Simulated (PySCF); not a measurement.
```xyz
17
charge 0, multiplicity 1
C    -2.9729    0.0743    0.1423
O    -1.6212    0.0755    0.5264
C    -0.7347    0.2062   -0.5637
C     0.6682    0.1950   -0.0525
C     1.2544    1.0571    0.7754
O     2.5560    0.7324    1.0664
C     2.8851   -0.4081    0.4073
O     3.9680   -0.9079    0.4643
C     1.6659   -0.8755   -0.3691
H    -3.5479   -0.0348    1.0586
H    -3.2477    1.0119   -0.3562
H    -3.1975   -0.7602   -0.5340
H    -0.8736   -0.6260   -1.2704
H    -0.9404    1.1464   -1.1020
H     0.8818    1.9448    1.2478
H     1.8959   -0.9585   -1.4322
H     1.3534   -1.8605   -0.0184
```

Geometry: an image of a reaction path computed with GFN2-xTB, not a minimum.

What structure does this define?

It has 17 atoms: 6 carbon, 8 hydrogen and 3 oxygen (C6H8O3). Its SMILES string is `COCC1=COC(=O)C1`. Independent rings (smallest set): 1 of 5 members. Among its groups: ether, ester, alkene. Coordination: 3 C tetrahedral; 2 O bent; 3 C trigonal planar.

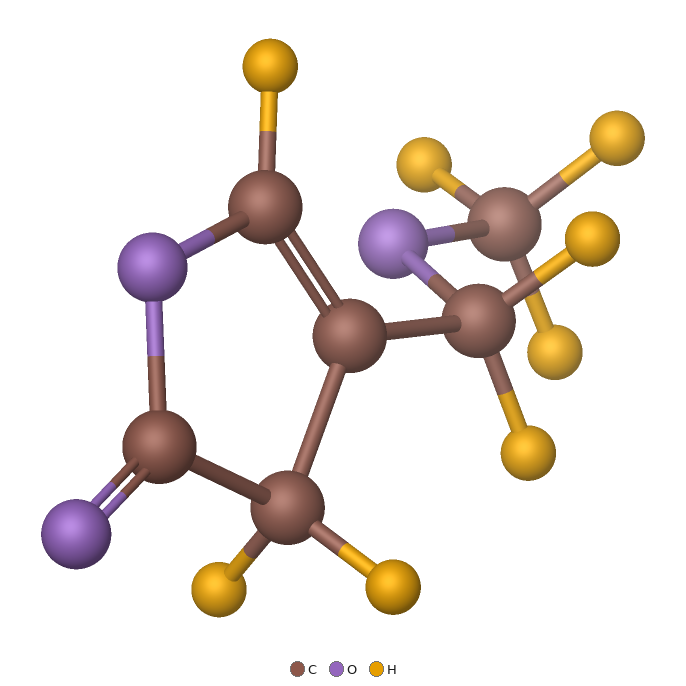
